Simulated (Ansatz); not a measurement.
# How Al(100) screens a field, part 2 of 2

Where does the screening charge of Al(100) sit?

Ansatz 0.2.0; plane-wave DFT, r2SCAN, Ansatz PAW.

So far. Step 7 (Single point, field 0.2 V/Å): The dipole is 0.122 e·Å. Step 8 (Atoms held, field -0.2 V/Å): The dipole is -0.122 e·Å.

### Step 9. Atoms held, field 0.4 V/Å

The input, input.yaml:

```yaml
crystal:
  lattice:
    - [2.8637824638, 0.0, 0.0]
    - [0.0, 2.8637824638, 0.0]
    - [0.0, 0.0, 28.125]
  atoms:
    - { symbol: Al, position: [0.5, 0.5, 0.32] }
    - { symbol: Al, position: [0.0, 0.0, 0.392] }
    - { symbol: Al, position: [0.5, 0.5, 0.464] }
    - { symbol: Al, position: [0.0, 0.0, 0.536] }
    - { symbol: Al, position: [0.5, 0.5, 0.608] }
    - { symbol: Al, position: [0.0, 0.0, 0.68] }
kpoints:
  mp_grid: { grid: [18, 18, 1] }
hamiltonian:
  xc: r2scan
scf:
  occupations: { method: fermi_dirac, width: 0.1 }
  convergence: { dr2_threshold: 1.0e-10 }
efield:
  axis: 3
  dipole_correction: true
  ramp_position: 0.97
  ramp_width: 0.06
  amplitude: 0.4
output:
  forces: true
  write_potential: true
  write_density: true
  volumetric_format: npy
  elf: true
```

Started as:

```sh
> ansatz run input.yaml --threads 2 --pin off --max-ram 3072MiB --backend cpu --events-out ev --progress --plain --runs-dir out
```

Numbers of over 12 decimals in the logs are rounded to 6 here.

Output:

```text
[...]
Crystal: 6 atoms, lattice volume = 230.660 Å³
Basis set: ecut = 500 eV, 5911 PW (Γ), exchange–correlation on 96×96×864 points (64 copies of the dense FFT grid, shifted against one another)
Bands: 15, of which v1, the nominal top of the filled ones, is band 9 counted from 1 (8 counted from 0)
Symmetry: 8 space group operations
k-points: 55 of 324
[...]
k-point 0: bands = [... 5 lower, -2.9539, -1.3777, 1.6560, 3.6819, 4.2477, 5.3555, 6.3840, 6.6819, ... 2 higher]
  k-point 1: bands = [... 5 lower, -2.8967, -1.3224, 1.7086, 3.7350, 4.2999, 5.3828, 5.4387, 6.0457, ... 2 higher]
  k-point 2: bands = [... 5 lower, -2.7254, -1.1567, 1.8568, 3.8105, 3.8781, 4.3324, 4.6149, 5.4535, ... 2 higher]
  k-point 54: bands = [... 5 lower, -0.4309, -0.2320, -0.2320, 0.2095, 0.2107, 1.2237, 1.2237, 1.4410, ... 2 higher]
[key lines of the parts left out:]
SCF converged after 10 iterations
Free energy (F): -3241.406475 eV
Fermi energy:    0.984430 eV
Dipole field:    D = 0.190817 V/Å  (p = 0.243237 e·Å, saw-weighted, corrected)
```

Wall time 15 s (2 threads of Intel Xeon 6975P-C (Granite Rapids), shared host); peak memory 0.99 GiB.

Running mean over 2.025 Å of the planar mean, with the applied field; the ramp of the sawtooth is left out. Table of electron's electrostatic potential energy less the Fermi level by z:

```csv
z (Å),electron's electrostatic potential energy less the Fermi level (eV)
4,3.02
5,3.41
6,3.74
7,3.34
8,-0.531
9,-4.20
10,-4.61
11,-4.65
12,-4.63
13,-4.61
14,-4.60
15,-4.61
16,-4.63
17,-4.64
18,-4.61
19,-4.33
20,-1.07
21,3.47
22,4.78
23,5.25
24,5.65
25,6.05
```

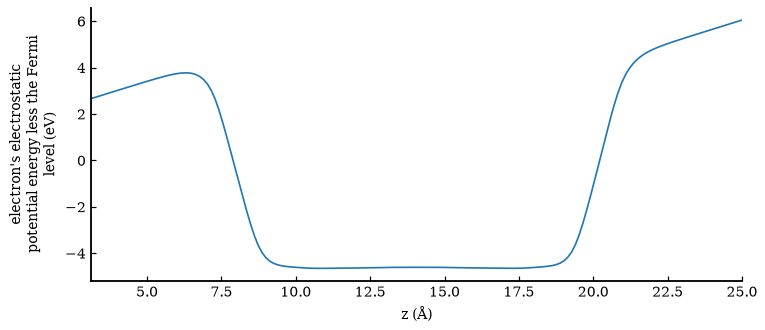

Electron's electrostatic potential energy less the Fermi level, plotted against z.

The dipole is 0.243 e·Å.

### Step 10. The response

This step: plane-wave DFT, r2SCAN, Ansatz PAW; screening of a field by a metal slab (Ansatz 0.2.0).

The dipoles give the slope, and the difference of two potentials shows where the field is screened.

This step gave:

```yaml
equivalent_conductor_thickness_p_eps_0ae: 13.41 Å
distance_between_the_outer_atoms: 10.12 Å
inner_field_over_outer_field: 5.77e-4
image_plane_upper_face: 1.581 Å
induced_electrons_on_the_upper_face_over_eps_0e: -1.009
image_plane_lower_face: 1.581 Å
induced_electrons_on_the_lower_face_over_eps_0e: 1.009
```

The dipole of the cell by applied field:

```csv
applied field (V/Å),dipole of the cell (e·Å)
-0.200,-0.122
-0.100,-0.0608
-0.050,-0.0304
0.000,0
0.050,0.0304
0.100,0.0608
0.200,0.122
0.400,0.243
```

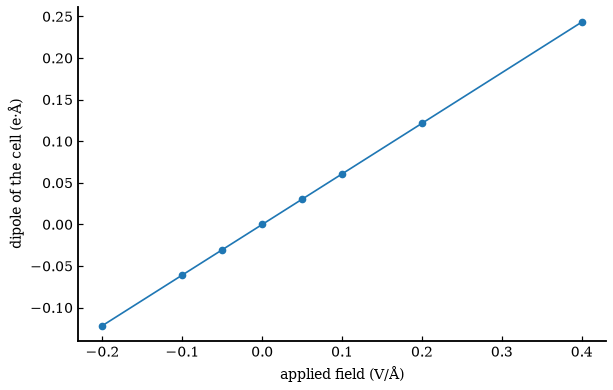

Dipole of the cell against applied field.

Local field over the applied field, running mean. From the potentials at -0.05 and 0.05 V/Å; running mean over 2.025 Å. Local field over applied field against z:

| z (Å) | local field over applied field |
| --- | --- |
| 6 | 0.931 |
| 8 | 0.243 |
| 10 | 0.00240 |
| 12 | 0.00278 |
| 14 | 0.00179 |
| 16 | 0.00302 |
| 18 | 0.00388 |
| 20 | 0.197 |
| 22 | 0.914 |

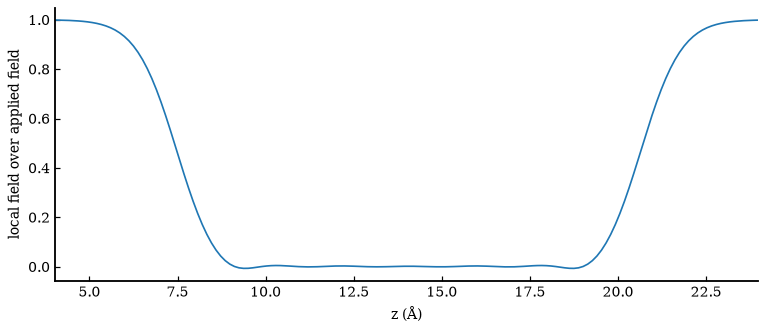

Local field over applied field, plotted against z.

The induced electron density oscillates, so the rows of the table below give means over windows of 2 Å about each position, cut where the curve ends. Its maxima inside the range that stand out by 2 % of the span (Å: e/Å³ per V/Å): 7.8: 0.00365, 10.0: 4.6e-4, 11.8: 2.5e-4, 13.5: 2.0e-4, 15.4: 2.0e-4, 17.2: 3.3e-4, 19.1: 8.1e-4. Its minima: 9.0: -8.1e-4, 10.9: -3.3e-4, 12.8: -2.0e-4, 14.6: -2.0e-4, 16.3: -2.5e-4, 18.1: -4.6e-4, 20.3: -0.00365.

Electrons, planar mean, per unit field. The induced electron density by z; means over each step:

```
z (Å)  induced electron density (e/Å³ per V/Å)
    6                                   6.8e-4
    8                                  0.00214
   10                                  -7.7e-5
   12                                  -1.5e-5
   14                                  -4.3e-6
   16                                   2.2e-6
   18                                   4.4e-5
   20                                 -0.00194
   22                                  -8.2e-4
```

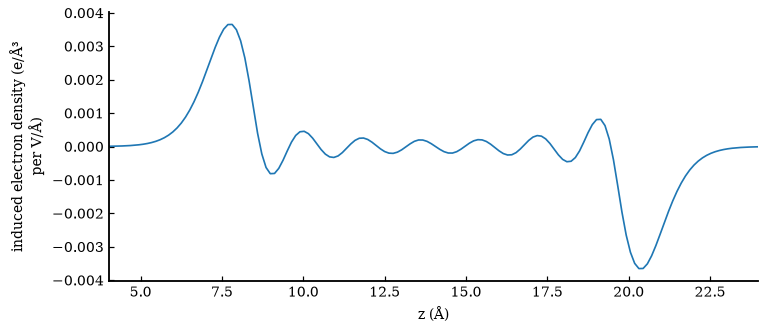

Induced electron density, plotted against z.

By hand: between -0.05 and 0.05 V/Å the dipole changes by 0.06078 e·Å, a slope of 0.6078 e·Å²/V. A perfect conductor of thickness t has p = ε₀AEt, so t = 180.95 × 0.6078 / 8.201 = 13.41 Å (e/ε₀ = 180.95 V·Å, A in Å²). Less the 10.12 Å between the outer atoms, and halved, that puts each image plane 1.64 Å out.

The induced dipole is that of a conductor 13.41 Å thick.

### Step 11. Varying the input

This step: plane-wave DFT, r2SCAN, Ansatz PAW (Ansatz 0.2.0).

An input spoilt on purpose, to show how the run answers: it repeats the earlier run at 0.05 V/Å with accuracy to [1, 2], and scf.max_iter set to 50.

input.yaml: that of step 9 with these lines changed.

```diff
@@ -19,2 +19,3 @@
   convergence: { dr2_threshold: 1.0e-10 }
+  max_iter: 50
 efield:
@@ -24,3 +25,3 @@
   ramp_width: 0.06
-  amplitude: 0.4
+  amplitude: 0.05
 output:
@@ -30,2 +31,2 @@
   volumetric_format: npy
-  elf: true
+accuracy: [1, 2]
```

Output:

```text
Error: YAML parse error: error: line 32 column 11: expected string scalar
  --> <input>:32:11
   |
30 |   write_density: true
31 |   volumetric_format: npy
32 | accuracy: [1, 2]
   |           ^ expected string scalar
```

Elapsed: 0.02 s, on 2 threads; peak memory 0.035 GiB.

The input was rejected at the start.

The program's message: “Error: YAML parse error: error: line 32 column 11: expected string scalar”

The fault put into the input: a value of the wrong type.

### Step 12. Varying the input: efield.amplitude = -0.1

Another changed input: it repeats the earlier run at 0.05 V/Å with efield.amplitude from 0.05 to -0.1.

input.yaml: that of step 11 with these lines changed.

```diff
@@ -19,3 +19,2 @@
   convergence: { dr2_threshold: 1.0e-10 }
-  max_iter: 50
 efield:
@@ -25,3 +24,3 @@
   ramp_width: 0.06
-  amplitude: 0.05
+  amplitude: -0.1
 output:
@@ -31,2 +30 @@
   volumetric_format: npy
-accuracy: [1, 2]
```

Output:

```text
[...]
Crystal: 6 atoms, lattice volume = 230.660 Å³
Basis set: ecut = 500 eV, 5911 PW (Γ), exchange–correlation on 96×96×864 points (64 copies of the dense FFT grid, shifted against one another)
Bands: 15, of which v1, the nominal top of the filled ones, is band 9 counted from 1 (8 counted from 0)
Symmetry: 8 space group operations
k-points: 55 of 324
[...]
SCF iter   1: F=—  HF=-3241.498983 eV  |F-HF|=—  |Δ(HF+E_count)|=         —  Δρ=6.31e-3  dr2=7.88e0  dr2_τ=2.20e-2  ethr=1.77e-3  p=0.000 e·Å  D=2.66e-14 V/Å  ΔV_dip=-0.00 eV  dr2_dipole=5.16e0  V_vac-E_F(+/−)=2.77/5.36 eV  ⟨swp⟩=8.5  Hψ=6439  notcnv=0
[...]
SCF iter   9: F=-3241.360878 eV  HF=-3241.360878 eV  |F-HF|=1.46e-11  |Δ(HF+E_count)|=   1.08e-9  Δρ=9.55e-8  dr2=5.52e-11  dr2_τ=9.35e-14  ethr=1.00e-12  p=-0.061 e·Å  D=-4.77e-2 V/Å  ΔV_dip=1.34 eV  dr2_dipole=1.84e-11  V_vac-E_F(+/−)=3.69/4.95 eV  ⟨swp⟩=13.1  Hψ=6035  notcnv=0
SCF 1 converged in 9 iterations: F = -3241.360878 eV  dr2 = 5.52e-11
[...]
SCF converged after 9 iterations
Free energy (F): -3241.360878 eV
[...]
Internal energy: -3241.285779 eV  (E = F + TS)
E sigma→0 (E₀):  -3241.323328 eV
Entropy (-TS):   -0.075098 eV (-12.516 meV/atom)
Fermi energy:    0.991802 eV
Dipole field:    D = -0.047678 V/Å  (p = -0.060776 e·Å, saw-weighted, corrected)
Work function:   not extracted (applied field tilts the vacuum); planar V_es + V_field profile in the machine report
[...]
--- Forces (eV/Å), atoms counted from 1 ---
  atom   1  Al    -0.00000000     0.00000000     0.09783153
  atom   2  Al    -0.00000000     0.00000000     0.06358133
  atom   3  Al     0.00000000     0.00000000     0.02818306
  atom   4  Al    -0.00000000     0.00000000    -0.02691378
  atom   5  Al     0.00000000     0.00000000    -0.06141886
  atom   6  Al     0.00000000     0.00000000    -0.10126454
  max |Σ_I F_I| component: 1.26e-6 eV/Å
--- Band table (eV; the first three rows and the last of 55) ---
  k-point 0: bands = [... 5 lower, -2.9463, -1.3705, 1.6706, 3.8632, 5.0487, 5.4700, 6.4128, 6.6647, ... 2 higher]
  k-point 1: bands = [... 5 lower, -2.8891, -1.3152, 1.7232, 3.9132, 5.1015, 5.4186, 5.5282, 6.0499, ... 2 higher]
  k-point 2: bands = [... 5 lower, -2.7177, -1.1495, 1.8711, 3.8335, 3.9920, 4.5293, 5.2712, 5.4923, ... 2 higher]
  k-point 54: bands = [... 5 lower, -0.4237, -0.2245, -0.2245, 0.2174, 0.2177, 1.2310, 1.2310, 1.4500, ... 2 higher]
```

Wall time 13 s (2 threads); peak memory 0.97 GiB.

This step gave:

| Item | Value |
| --- | --- |
| energy at zero smearing | -3241.3233 eV |
| dipole along the normal | -0.06078 e·Å |

Force by atom:

```
atom  x (eV/Å)  y (eV/Å)  z (eV/Å)   size
 Al1     0.000     0.000     0.098  0.098
 Al2     0.000     0.000     0.064  0.064
 Al3     0.000     0.000     0.028  0.028
 Al4     0.000     0.000    -0.027  0.027
 Al5     0.000     0.000    -0.061  0.061
 Al6     0.000     0.000    -0.101  0.101
```

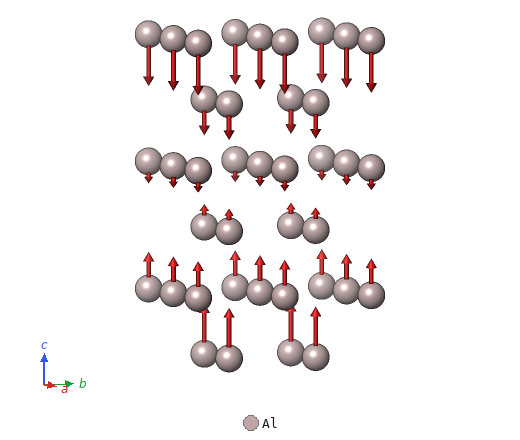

Force as arrows, the longest 0.101 eV/Å. 2×2×1 cells are drawn. Some periodic images of atoms are drawn too.

```csv
quantity,this run,earlier run,difference
dipole along the normal (e·Å),-0.06078,0.03039,-0.091
```

The applied field differs, and the slope found earlier predicts a dipole of -0.0608 e·Å; this run gives -0.0608 e·Å, in line with it.

### Step 13. Summary of results

* work function: 4.35 eV
* image plane, upper face: 1.58 Å
* induced electrons on the upper face over ε₀E: -1.01
* equivalent conductor thickness p/(ε₀AE): 13.4 Å
* inner field over outer field: 5.8e-4

What this shows: The induced charge has its centre 1.58 Å outside the outermost atoms; this is the plane from which a capacitor's gap or an image potential counts. The equivalent conductor thickness exceeds the distance between the outer atoms by 3.28 Å, about the sum of the two image-plane distances. In the middle of the slab the field is screened to under 0.5 % of its outer value. The atoms are held at bulk positions with the tabulated experimental lattice constant.

[Logs are printed without paths, hosts, clocks, repeated set-up lines and the standing remarks that a program may print on its own settings, such as how far it seeks lower states.]

[Hosts, paths, dates, database ids (printed as entryN), source tags and the programs' standing remarks are cut or masked in the printed files.]

[Maps of the electrostatic potential energy from Ansatz leave out the sawtooth potential of an applied field or a dipole correction, so their vacuum need not be flat; planar profiles and work functions include it.]
